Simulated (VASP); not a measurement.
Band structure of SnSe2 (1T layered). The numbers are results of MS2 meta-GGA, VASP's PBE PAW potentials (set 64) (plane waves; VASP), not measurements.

The path is coarsely sampled, so an indirect gap can come out somewhat too large. Unless said otherwise, spin-orbit coupling is left out, though it shifts the bands of the heavy elements here.

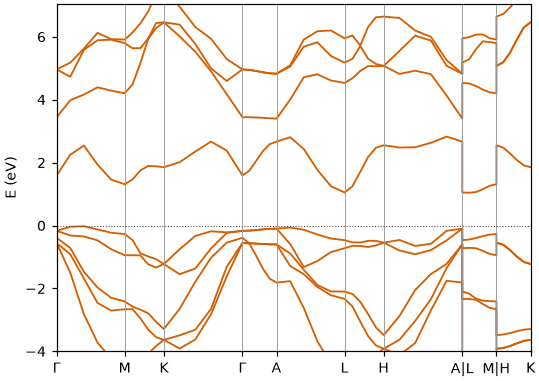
Bands along high-symmetry lines, zero at the valence-band maximum or, without a gap, the Fermi level

Read the plot: is there a gap, and where are the band edges?

The gap is indirect, 1.04 eV, from the valence maximum at (0.12, 0.00, 0.25) to the conduction minimum at L-M at 0.20.

The compound is SnSe2 in the 1T layered structure. It was relaxed first, which changed the volume by +8 %.
